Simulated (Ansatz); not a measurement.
**Computed scan of one atom of the cell: TiC (rock salt)**

Relaxed TiC (rock salt):

```xyz
2
Lattice="0.0000 2.1465 2.1465 2.1465 0.0000 2.1465 2.1465 2.1465 0.0000" Properties=species:S:1:pos:R:3 pbc="T T T"
C      0.0000     0.0000     0.0000
Ti     2.1465     2.1465     2.1465
```

Scan: atom 1 (C, nearest neighbour Ti at 2.146 Å; its periodic images, 3.0 Å or more away, move with it) is displaced towards the nearest neighbour, direction (0.000, 0.000, 1.000) in Cartesian axes, by s. The other atoms stay.

All values below come from PBEsol (plane waves to 420 eV, PAW, scalar-relativistic; Ansatz, an electronic-structure program). k mesh 15×15×15 (Γ-centred), Fermi-Dirac smearing 0.05 eV. Energies are smeared free energies. With partly filled bands, energies and forces of such displacements shift with the k mesh and the smearing. The PAW data are Ansatz's earlier set. TiC is run without spin polarisation. TiC was relaxed with its symmetry unable to fall. ΔE is measured from the undisplaced structure.

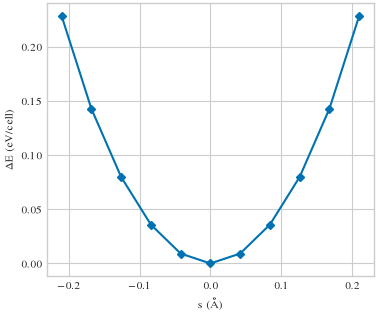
Figure. ΔE (eV/cell) against s (Å); one marker a computed point.

The force constant k = d²E/ds² at s = 0 (finite differences) is 10.4 eV/Å² and the zone-centre optical wavenumber from k is 542 cm⁻¹. The energy at s = 0.210 Å is 228 meV/cell. Symmetry of the curve: even: the same for both signs. Harmonic estimate at the end of the scan: ½ks² = 229 meV/cell against the computed 228 meV/cell, so the well is close to harmonic there.

With its periodic images moving along, the atom's site symmetry in this cell is m-3m.

(A displaced cell: forces are minus the slopes of the energy, force constants its curvatures, and phonons follow from these.)
